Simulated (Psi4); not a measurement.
# One shape, several levels: CH5BO2 (SMILES COBO)

We compute a comparison of 4 runs (B3LYP/6-31G*, DSD-PBEP86/cc-pVDZ, OMP2/cc-pVDZ, MP3/cc-pVDZ) of CH5BO2. 

The results are computed with Psi4 1.11.

1 further run of the same task is left out (set aside as unsound or not needed). Runs told in other sessions of the task aren't counted.

## (1) The system as given

The species is CH5BO2 (9 atoms), meant as a singlet with charge 0. SMILES: `COBO`. One bond was lengthened or shortened from a relaxed shape.

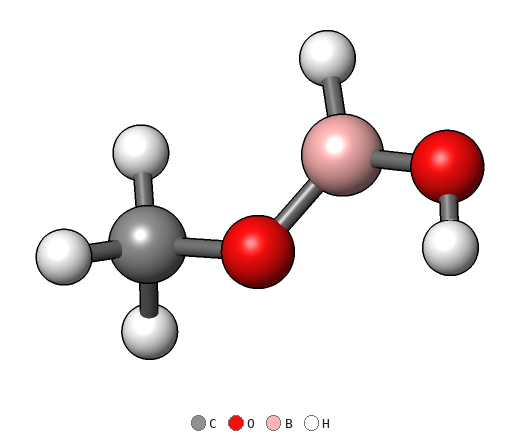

Viewed from a chosen angle; carbon grey, oxygen red, boron pink, hydrogen white.

## (2) The energy at B3LYP/6-31G(d) (spherical functions) (run 1)

Contents of calc.py:

```python
import psi4

psi4.set_memory('2200 MB')
psi4.set_num_threads(1)
psi4.core.set_output_file('psi4.out', False)

molecule = psi4.geometry("""
0 1
C      0.405793     0.726058    -0.981753
O      0.010493     0.378958     0.326647
B     -0.010907    -0.909942     0.747247
O     -0.400607    -1.194342     2.014147
H      0.692093    -0.155642    -1.561953
H      1.255393     1.410558    -0.930553
H     -0.544800     1.307500    -1.561700
H      0.307893    -1.814242     0.028047
H     -0.634907    -0.402142     2.507847
units angstrom
symmetry c1
""")

psi4.set_options(dict(puream=True, e_convergence=1e-09, d_convergence=1e-08, scf_type='pk', dft_radial_points=99, dft_spherical_points=590))

energy_value, wavefunction = psi4.energy('b3lyp/6-31G*', return_wfn=True)
psi4.oeprop(wavefunction, 'MULLIKEN_CHARGES', 'QUADRUPOLE', 'MAYER_INDICES', title='B3LYP')
print(f'total energy {energy_value:.8f} hartree = {energy_value * 27.211386:.5f} eV')
for k, v in sorted(psi4.core.scalar_variables().items()):
    print(f'{k:45s} {v:18.10f}')
```

Started as:

```bash
python calc.py
```

psi4.out:

```text
[...]
  Running in c1 symmetry.
[...]
  Nuclear repulsion =  114.831905604449460
[...]
  Multiplicity = 1
[...]
  Nalpha       = 16
  Nbeta        = 16
[...]
    Number of basis functions: 66
[...]
   @RKS iter   1:  -216.23177894025503   -4.50700e-01   1.17449e-02 DIIS/ADIIS
[...]
   @RKS iter  11:  -216.48443665837598   -2.84217e-14   2.77745e-09 DIIS
[...]
  @RKS Final Energy:  -216.48443665837598
   => Energetics <=
    Nuclear Repulsion Energy =            114.8319056044494602
    One-Electron Energy =                -522.4724799127579900
    Two-Electron Energy =                 214.2834737852576836
    DFT Exchange-Correlation Energy =     -23.1273361353251161
    Empirical Dispersion Energy =           0.0000000000000000
    VV10 Nonlocal Energy =                  0.0000000000000000
    Total Energy =                       -216.4844366583759836
[...]
 Multipole Moments:
 ------------------------------------------------------------------------------------
     Multipole            Electronic (a.u.)      Nuclear  (a.u.)        Total (a.u.)
 ------------------------------------------------------------------------------------
 L = 1.  Multiply by 2.5417464519 to convert [e a0] to [Debye]
 Dipole X            :         -0.9518058            1.0422698            0.0904640
 Dipole Y            :         -1.4643083            2.0610278            0.5967195
 Dipole Z            :          3.8564094           -4.1421065           -0.2856970
 Magnitude           :                                                    0.6677430
 L = 2.  Multiply by 1.3450342976 to convert [e a0^2] to [Debye ang]
 Quadrupole XX       :        -35.6856721           18.3163027          -17.3693694
 Quadrupole XY       :        -22.9302796           22.8900963           -0.0401833
[...]
```

On the terminal:

```text
total energy -216.48443666 hartree = -5890.84157 eV
CURRENT ENERGY                                   -216.4844366584
CURRENT REFERENCE ENERGY                         -216.4844366584
DD SOLVATION ENERGY                                 0.0000000000
DFT FUNCTIONAL TOTAL ENERGY                      -216.4844366584
DFT TOTAL ENERGY                                 -216.4844366584
DFT VV10 ENERGY                                     0.0000000000
DFT XC ENERGY                                     -23.1273361353
GRID ELECTRONS ALPHA                               16.0000000812
GRID ELECTRONS BETA                                16.0000000812
GRID ELECTRONS TOTAL                               32.0000001623
NUCLEAR REPULSION ENERGY                          114.8319056044
ONE-ELECTRON ENERGY                              -522.4724799128
PCM POLARIZATION ENERGY                             0.0000000000
PE ENERGY                                           0.0000000000
SCF ITERATION ENERGY                             -216.4844366584
SCF ITERATIONS                                     11.0000000000
SCF TOTAL ENERGY                                 -216.4844366584
TWO-ELECTRON ENERGY                               214.2834737853
XC GRID RADIAL POINTS                              99.0000000000
XC GRID SPHERICAL POINTS                          590.0000000000
XC GRID TOTAL POINTS                           496760.0000000000
```

It took 12 s on 1 thread of AMD EPYC 7R43 (Zen 3), shared host; peak memory 1.1 GiB.

## (3) The energy at DSD-PBEP86/cc-pVDZ (density fitting for correlation) (run 2)

Contents of job.json:

```json
{
 "schema_name": "qcschema_input",
 "schema_version": 1,
 "molecule": {
  "schema_name": "qcschema_molecule",
  "schema_version": 2,
  "symbols": ["C", "O", "B", "O", "H", "H", "H", "H", "H"],
  "geometry": [0.76683763, 1.37205077, -1.85524429, 0.0198289, 0.71612683, 0.61727337, -0.02061124, -1.71954117, 1.41209218, -0.75703751, -2.25697928, 3.8061862, 1.30786622, -0.29412075, -2.95166339, 2.37234895, 2.6655683, -1.75849031, -1.02952279, 2.47081691, -2.95118529, 0.58183345, -3.4284205, 0.05300115, -1.19980034, -0.75993824, 4.73914399],
  "molecular_charge": 0,
  "molecular_multiplicity": 1,
  "fix_symmetry": "c1",
  "fix_com": true,
  "fix_orientation": true
 },
 "driver": "energy",
 "model": {
  "method": "dsd-pbep86",
  "basis": "cc-pVDZ"
 },
 "keywords": {
  "reference": "rks",
  "puream": true,
  "e_convergence": 1e-09,
  "d_convergence": 1e-08,
  "scf_type": "pk",
  "dft_radial_points": 99,
  "dft_spherical_points": 590,
  "num_frozen_docc": 4
 }
}
```

Started as:

```bash
psi4 --qcschema job.json -n 1 --memory 2200MB
```

stdout:

```text
[...]
  Running in c1 symmetry.
[...]
  Nuclear repulsion =  114.831905757648286
[...]
  Multiplicity = 1
[...]
  Nalpha       = 16
  Nbeta        = 16
[...]
    Number of basis functions: 81
[...]
   @RKS iter   1:  -215.63075526979796   -8.64852e-01   6.63588e-03 DIIS/ADIIS
[...]
   @RKS iter  11:  -215.75330882806128   -5.22959e-12   4.27223e-09 DIIS
[...]
  @RKS Final Energy:  -215.75330882806128
   => Energetics <=
    Nuclear Repulsion Energy =            114.8319057576482862
    One-Electron Energy =                -522.2275362149296143
    Two-Electron Energy =                 199.7811689605086656
    DFT Exchange-Correlation Energy =      -8.1388473312886305
    Empirical Dispersion Energy =           0.0000000000000000
    VV10 Nonlocal Energy =                  0.0000000000000000
    Total Energy =                       -215.7533088280612787
[...]
 Multipole Moments:
 ------------------------------------------------------------------------------------
     Multipole            Electronic (a.u.)      Nuclear  (a.u.)        Total (a.u.)
 ------------------------------------------------------------------------------------
 L = 1.  Multiply by 2.5417464519 to convert [e a0] to [Debye]
 Dipole X            :         -0.5186312            0.6330262            0.1143949
 Dipole Y            :         12.5941843          -12.0383151            0.5558692
 Dipole Z            :        -28.7999158           28.4474779           -0.3524380
 Magnitude           :                                                    0.6680489
[...]
```

The result, in JSON:

```text
{
 "driver": "energy",
 "model": {
  "method": "dsd-pbep86",
  "basis": "cc-pVDZ"
 },
 "success": true,
 "return_result": -216.07114931122808,
 "properties": {
  "calcinfo_nbasis": 81,
  "calcinfo_nmo": 81,
  "calcinfo_nalpha": 16,
  "calcinfo_nbeta": 16,
  "calcinfo_natom": 9,
  "nuclear_repulsion_energy": 114.83190575764829,
  "return_energy": -216.07114931122808,
  "scf_one_electron_energy": -522.2275362149296,
  "scf_two_electron_energy": 199.78116896050867,
  "scf_xc_energy": -8.13884733128863,
  "scf_dipole_moment": [0.11439494996163091, 0.5558692012205952, -0.3524379760730696],
  "scf_total_energy": -215.75330882806128,
  "scf_iterations": 11
 }
}
```

Wall time 15 s (1 thread of AMD EPYC 7R43 (Zen 3), shared host); peak memory 1.4 GiB.

Run 3 isn't shown in full; the table further down has it.

## (4) A single-point energy at MP3/cc-pVDZ (run 4)

Contents of job.py:

```python
import psi4

psi4.set_memory(2200000000)
psi4.set_num_threads(1)
psi4.core.set_output_file('output.dat', False)

geom = psi4.geometry("""
0 1
C
O 1 1.410195
B 2 1.355959 1 121.7479
O 3 1.355649 2 119.59263 1 -179.89416
H 1 1.093615 2 111.54184 3 -0.9633
H 1 1.092237 5 109.05593 2 120.68693
H 1 1.256201 6 108.67429 5 -118.76335
H 3 1.198599 4 118.6157 2 179.93643
H 4 0.962402 3 112.12947 8 179.98551
symmetry c1
""")

options = {'basis': 'cc-pVDZ', 'puream': True, 'e_convergence': 1e-09, 'd_convergence': 1e-08, 'scf_type': 'pk', 'num_frozen_docc': 4, 'mp_type': 'conv'}
psi4.set_options(options)

e, wfn = psi4.energy("mp3", return_wfn=True)
print('E =', round(e, 9))
```

Started as:

```bash
python job.py
```

output.dat:

```text
[...]
  Running in c1 symmetry.
[...]
  Nuclear repulsion =  114.831928122338397
[...]
  Multiplicity = 1
[...]
  Nalpha       = 16
  Nbeta        = 16
[...]
    Number of basis functions: 81
[...]
   @RHF iter   1:  -215.17643661532739   -1.03380e+00   5.92275e-03 ADIIS/DIIS
[...]
   @RHF iter  11:  -215.28210655082532   -1.83320e-11   9.84115e-09 DIIS
[...]
  @RHF Final Energy:  -215.28210655082532
   => Energetics <=
    Nuclear Repulsion Energy =            114.8319281223383967
    One-Electron Energy =                -522.1441791202661307
    Two-Electron Energy =                 192.0301444471024013
    Total Energy =                       -215.2821065508253184
[...]
 Multipole Moments:
 ------------------------------------------------------------------------------------
     Multipole            Electronic (a.u.)      Nuclear  (a.u.)        Total (a.u.)
 ------------------------------------------------------------------------------------
 L = 1.  Multiply by 2.5417464519 to convert [e a0] to [Debye]
 Dipole X            :          0.1692258           -0.1163315            0.0528943
 Dipole Y            :         -0.5380981            0.9613869            0.4232889
 Dipole Z            :          4.1098379           -4.6425640           -0.5327260
 Magnitude           :                                                    0.6824722
[...]
	SCS-MP2 Total Energy (a.u.)        :  -215.87491267182801
	SOS-MP2 Total Energy (a.u.)        :  -215.87048016078913
[...]
	SOS-PI-MP2 Total Energy (a.u.)     :  -215.91573966924790
[...]
	MP2 Total Energy (a.u.)            :  -215.88377769390567
[...]
	SCS-MP3 Total Energy (a.u.)        :  -215.88088128354059
[...]
	MP3 Total Energy (a.u.)            :  -215.90765214075591
[...]
```

On the terminal:

```text
E = -215.907652141
```

It took 8.4 s on 1 thread of AMD EPYC 7R43 (Zen 3), shared host; peak memory 0.45 GiB.

## (5) All runs side by side

```
run                                                 level  frozen core orbitals  fitting correlation  energy (Eh)  HOMO energy (eV)  LUMO energy (eV)  HOMO–LUMO gap (eV)  wall time
  1                    B3LYP/6-31G* (spherical functions)                     0                    –  -216.484437             -7.99              1.43                9.42       12 s
  2  DSD-PBEP86/cc-pVDZ (density fitting for correlation)                     4      density fitting  -216.071149            -10.86              3.58               14.44       15 s
  3        OMP2/cc-pVDZ (density fitting for correlation)                     4      density fitting  -215.891338            -12.24              4.96               17.20       12 s
  4                                           MP3/cc-pVDZ                     4                 none  -215.907652            -12.24              4.96               17.20      8.4 s
```

## (6) Summary of results

```
                                          quantity          value
                               run 4: total energy  -215.90765 Eh
        run 4: HOMO energy (Hartree–Fock orbitals)      -12.24 eV
        run 4: LUMO energy (Hartree–Fock orbitals)        4.96 eV
      run 4: HOMO–LUMO gap (Hartree–Fock orbitals)       17.20 eV
run 4: correlation energy (4 core orbitals frozen)     -625.5 mEh
```

**Reading.** Totals of different functionals can't be ranked against each other. All runs together took 48 s, the longest 15 s.
